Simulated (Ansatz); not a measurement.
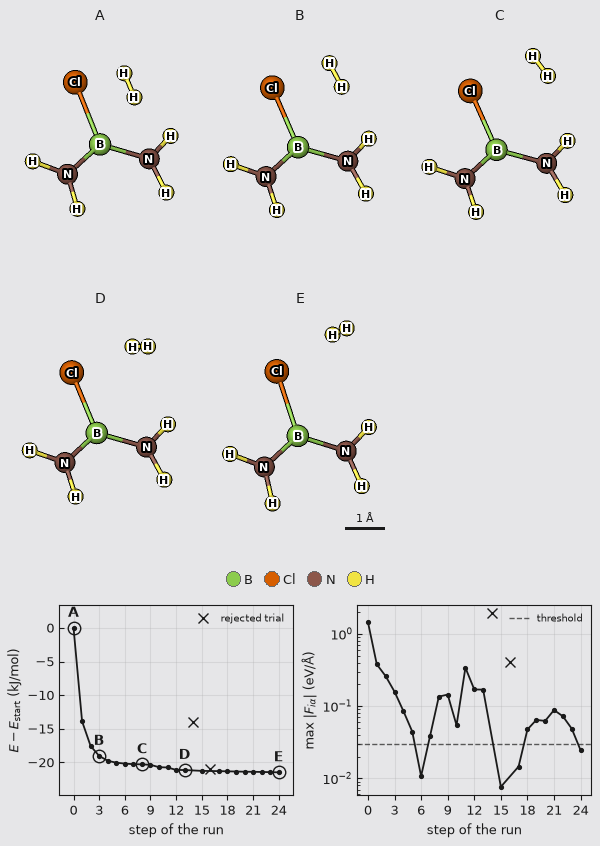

Frames of a relaxation of BN2H6Cl, marked on the history of the run. Style: ball-and-stick. Shown at a tilt.

The run prepares an end point of a later path (reaction) calculation, from a guessed geometry.

These are results of RKS PBE/6-31G* in Ansatz, not measurements. Settings: no spin polarisation; force threshold 0.03 eV/Å; at most 50 steps.

**Describe the path.**

The atom that moves furthest after the best rigid fit is an H atom (1.65 Å). Largest moves by element: H 1.65 Å, N 0.33 Å, B 0.27 Å, Cl 0.18 Å. Some distances before and after: H–H 0.712 → 0.751 Å, B–Cl 1.842 → 1.813 Å. Over 22 accepted moves (24 points after the start) the energy falls by 21.5 kJ/mol. Largest force component: 1.5 eV/Å at the start, 0.024 eV/Å at the end. The line search rejected the trial steps at points 14, 16 of the run. The forces were under the threshold at step 6, but the run went on from there. From step 0 to 3: an H atom moves most (0.52 Å), energy −19.0 kJ/mol. From step 3 to 8: an H atom moves most (0.44 Å), energy −1.26 kJ/mol. From step 8 to 13: an H atom moves most (0.34 Å), energy −0.84 kJ/mol. From step 13 to 24: an H atom moves most (0.43 Å), energy −0.34 kJ/mol.

| step | E − E(0), kJ/mol | largest force component, eV/Å | note |
| --- | --- | --- | --- |
| 0 | 0.00 | 1.4564 |  |
| 1 | -13.90 | 0.3782 |  |
| 2 | -17.57 | 0.2594 |  |
| 3 | -19.04 | 0.1584 |  |
| 4 | -19.76 | 0.0855 |  |
| 5 | -20.04 | 0.0444 |  |
| 6 | -20.18 | 0.0107 |  |
| 7 | -20.26 | 0.0380 |  |
| 8 | -20.29 | 0.1352 |  |
| 9 | -20.36 | 0.1442 |  |
| 10 | -20.71 | 0.0543 |  |
| 11 | -20.75 | 0.3396 |  |
| 12 | -21.12 | 0.1698 |  |
| 13 | -21.13 | 0.1689 |  |
| 14 | -13.94 | 1.9140 | rejected |
| 15 | -21.26 | 0.0076 |  |
| 16 | -21.05 | 0.4137 | rejected |
| 17 | -21.30 | 0.0146 |  |
| 18 | -21.33 | 0.0475 |  |
| 19 | -21.35 | 0.0643 |  |
| 20 | -21.38 | 0.0624 |  |
| 21 | -21.40 | 0.0881 |  |
| 22 | -21.42 | 0.0722 |  |
| 23 | -21.45 | 0.0487 |  |
| 24 | -21.48 | 0.0244 |  |

Limits of the set-up: the start holds two separate molecules, 2.4 Å apart at their closest, whose relative position is a soft coordinate and is computed without a dispersion correction.
